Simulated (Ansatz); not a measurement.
```
Ga P
1.0
     6.58636    0.00000    0.00000
     0.00000    6.58636    0.00000
     0.00000    0.00000    2.56411
Ga P
2 4
Direct
  0.00000 0.00000 0.00000
  0.50000 0.50000 0.00000
  0.11441 0.38559 0.00000
  0.38559 0.88559 0.00000
  0.88559 0.61441 0.00000
  0.61441 0.11441 0.00000
```

Space group P4/mbm; a structure generated by program, which may or may not match a known phase.

Theory: DFT PBE, scalar-relativistic, plane waves, PAW (Ansatz).

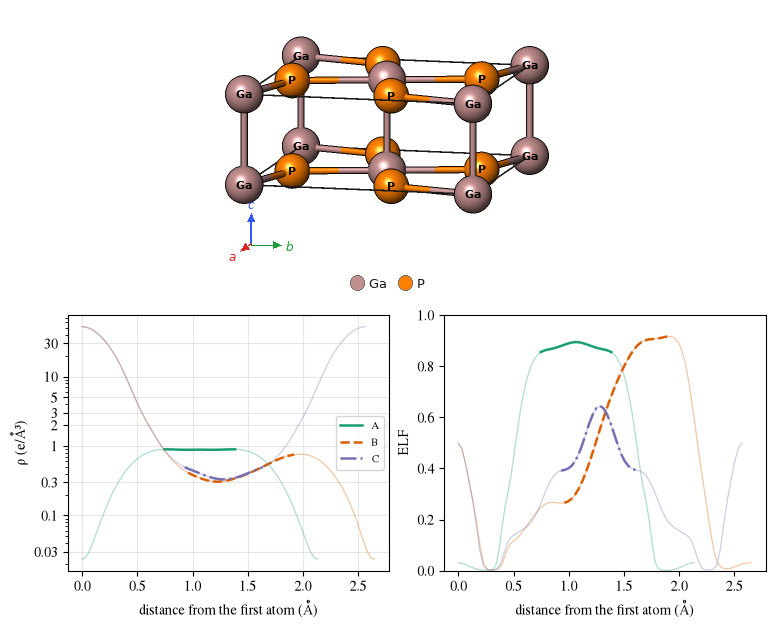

GaP$_{2}$. Valence charge density (pseudo) and electron localisation function along straight lines between neighbouring atoms. Thin, pale parts lie inside the atomic spheres. The structure is drawn too.

The density is the valence pseudo-density of a PAW calculation; it isn't the true density close to the nuclei.

> Which curve belongs to which contact (Ga–Ga, Ga–P and P–P)? The first atom named is at distance zero.

Curve A: P–P (2.13 Å): ρ at the midpoint is about 0.88 e/Å³; the ELF peaks at about 0.90 between the atoms. Curve B: Ga–P (2.65 Å): ρ at the midpoint is about 0.32 e/Å³; the ELF peaks at about 0.90 in the valence shell of P, 0.7 Å from its nucleus, and is about 0.60 at the midpoint. Curve C: Ga–Ga (2.56 Å): ρ at the midpoint is about 0.33 e/Å³; the ELF peaks at about 0.65 between the atoms.
